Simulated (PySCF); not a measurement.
SMILES [F][Ga]([F])[GeH3] at its CAM-B3LYP/def2-SVP optimised geometry (Å):

```
7

Ga    -1.3123    -1.4650    -1.9775
F     -0.3643    -1.8490    -3.3907
F     -2.9598    -1.9966    -2.1948
Ge    -0.5004    -0.3540     0.0000
H     -1.0301    -1.0874     1.2359
H      1.0301    -0.3540     0.0000
H     -1.0211     1.0874     0.0000
```

Calculation: PySCF with CAM-B3LYP/def2-TZVP. Cells within 0.4 Å of a nucleus heavier than hydrogen are left out (blank, or x).

Map of the log10 of the electron density (e/bohr³), floored at −4 on the plane z = 0.0 Å:

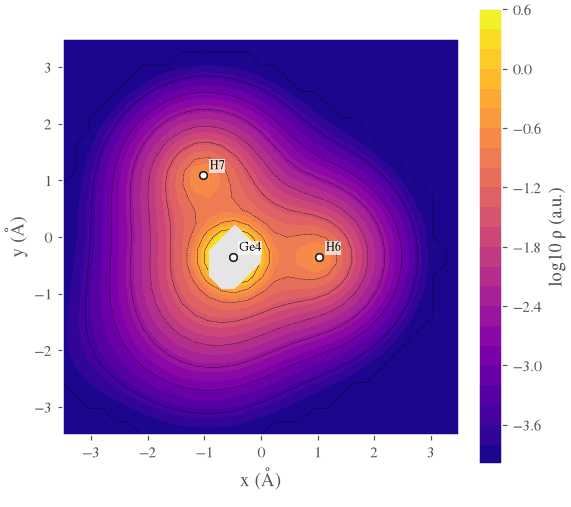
*Log10 of the electron density (e/bohr³), floored at −4 on the plane z = 0.0 Å.*
